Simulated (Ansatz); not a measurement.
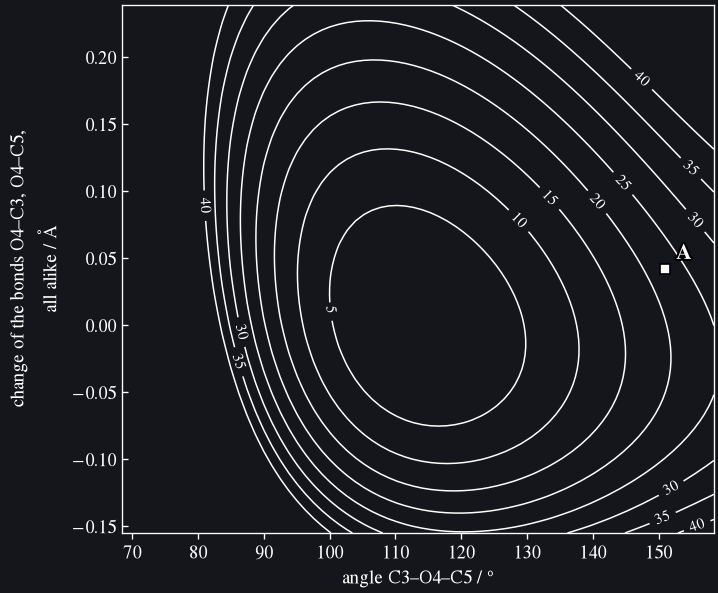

C3H9BO, SMILES CBCOC. 
- The first coordinate is: angle C3–O4–C5; the second: change of the bonds O4–C3, O4–C5, all alike.
- Nothing is relaxed (all other coordinates rigid).
- The scan uses a 13 × 13 grid.
- Points are written as (first, second).
- All energies are given in kcal/mol relative to the relaxed molecule at the same level.
- These are results of Ansatz 0.2.0, RKS PBE-D4/def2-SVP, not measurements.

In the figure: contour lines labelled in kcal/mol (none above 40), the point A. Between grid points the surface is interpolated.

Which way does the force act at A, and how strong is it?

A, at (150.9°, 0.042 Å), is not a stationary point. The computed force is 0.76 kcal/mol for each degree towards smaller values of angle C3–O4–C5 and 90 kcal/mol for each Å towards smaller values of the second coordinate.
